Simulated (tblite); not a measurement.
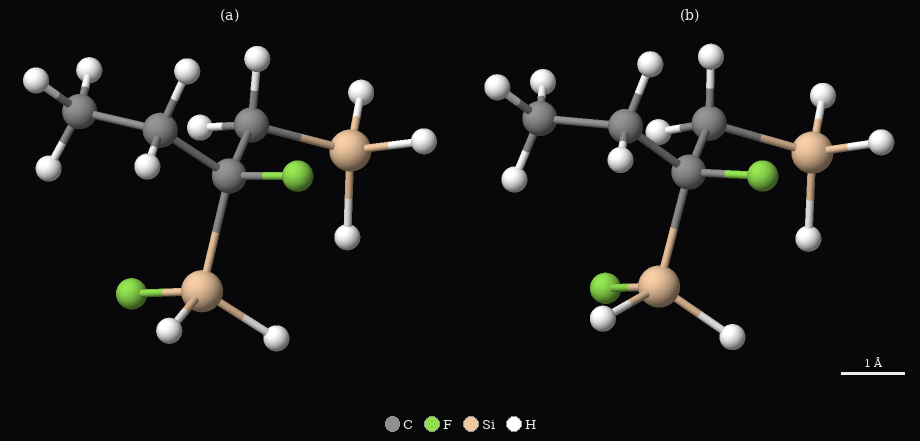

The structure of C4H12F2Si2 before (left) and after (right) a relaxation, at one scale.

A ball-and-stick model, seen at a tilt.

All numbers below come from tblite, GFN2-xTB geometry optimisation, gas phase. 

### What changed between the two?

The largest move after the best rigid fit is that of an H atom, 0.54 Å. By element the largest moves are H 0.54 Å, F 0.37 Å, C 0.15 Å, Si 0.10 Å. Among the contacts that change: C–F 1.363 → 1.419 Å, H–Si 1.492 → 1.450 Å, C–Si 1.870 → 1.907 Å, C–C 1.568 → 1.533 Å. Among the angles between lasting bonds that change: H–Si–H 109.5° → 115.0°, F–Si–H 109.3° → 104.9°, C–C–Si 118.2° → 114.7°. Over 92 geometry steps the energy falls by 0.201 eV.
